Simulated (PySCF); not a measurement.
# [PO2]+: rigid scans about the minimum

How stiff is [PO2]+ (singlet) against rigid distortions? The scans start from its BP86 minimum.

Method: BP86, basis P def2-TZVP, O def2-TZVP, no relativity, density fitting; program: PySCF 2.14.0.

## 1. The starting structure

3 atoms, charge 1, spin multiplicity 1.

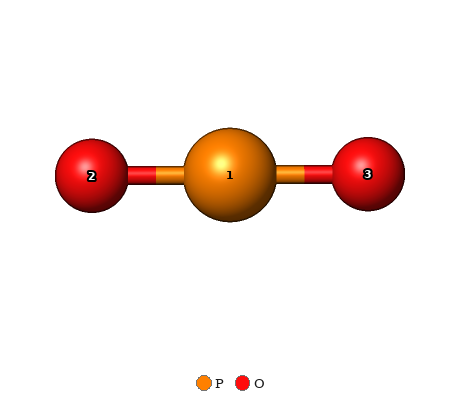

As it starts; phosphorus orange, oxygen red; atoms are numbered from 1 in the order of the file.

```xyz
3
charge 1 multiplicity 1
P     0.0000    0.0000    0.0000
O     0.0000    0.0000    1.4535
O     0.0000    0.0000   -1.4535
```

## 2. Breathing scan

One driver script runs all scans and calls PySCF for each point, on a (75, 302) grid.

Command:

```bash
$ OMP_NUM_THREADS=2 python axn.py task.json out
```

A rigid scan with BP86: all bonds to the central atom are scaled together. Each point starts from its neighbour's orbitals, and energies count from the minimum. Dipoles of the ion refer to the centre of mass.

```
scale of all bonds to the centre  energy (kJ/mol)
                            0.88            286.3
                            0.92            111.4
                            0.96             24.5
                            1.00              0.0
                            1.04             19.1
                            1.08             67.8
                            1.14            174.6
                            1.22            346.1
                            1.35            628.7
```

The scan ran for 9.2 s (2 threads of Arm Neoverse V1, shared host).

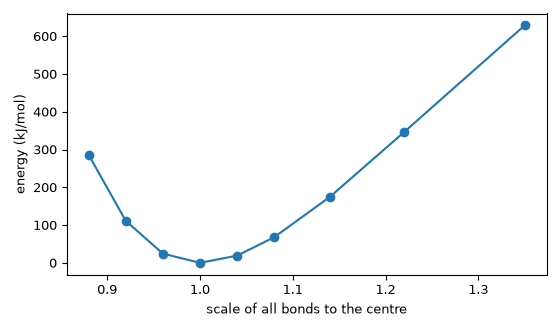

Energy along the scan.

## 3. Stretching one bond

A rigid scan with BP86: the bond from P to the last atom (O) is scaled and the rest held.

```
scale of one bond  energy (kJ/mol)  dipole size (D)
             0.92             56.1             0.16
             0.96             12.3             0.08
             1.00              0.0             0.00
             1.05             14.6             0.09
             1.12             68.4             0.21
             1.20            151.7             0.32
             1.35            312.0             0.45
             1.55            473.2             0.49
             1.80            577.9             0.44
             2.20            621.1             0.64
```

The scan took 50 s.

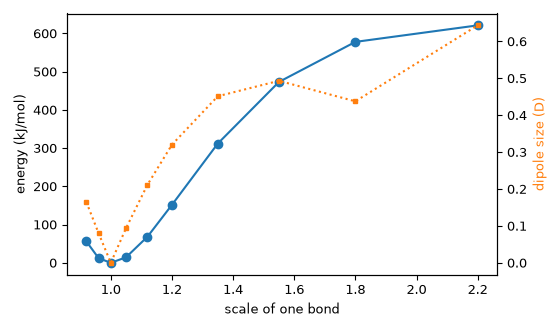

Energy (circles) and dipole moment (squares) along the scan.

A restricted determinant lies too high at long bonds, where the pair should uncouple.

## 4. Bending curve

A rigid scan with BP86: the O–P–O angle changes, with bonds held.

```
bond angle (°)  energy (kJ/mol)  dipole size (D)
            80            278.0             2.12
            90            332.0             2.27
           100            308.9             3.31
           110            209.6             2.95
           120            141.0             2.58
           130             91.8             2.19
           140             56.0             1.79
           150             30.5             1.36
           160             13.3             0.92
           170              3.3             0.46
           180              0.0             0.00
```

The scan took 44 s.

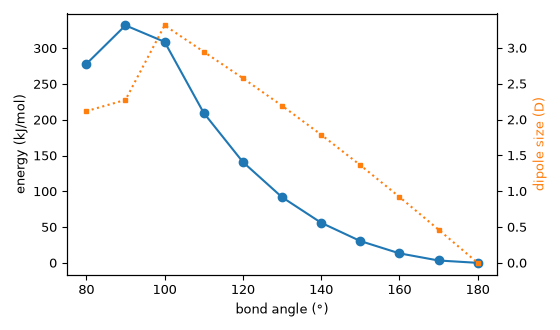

Energy (circles) and dipole moment (squares) along the scan.

## 5. What came out

```
            quantity         value
all bonds 4 % longer   19.1 kJ/mol
one bond 20 % longer  151.7 kJ/mol
```

Shortening all bonds by 4 % costs 24.5 kJ/mol and lengthening them 19.1: the wall is steeper on the short side.
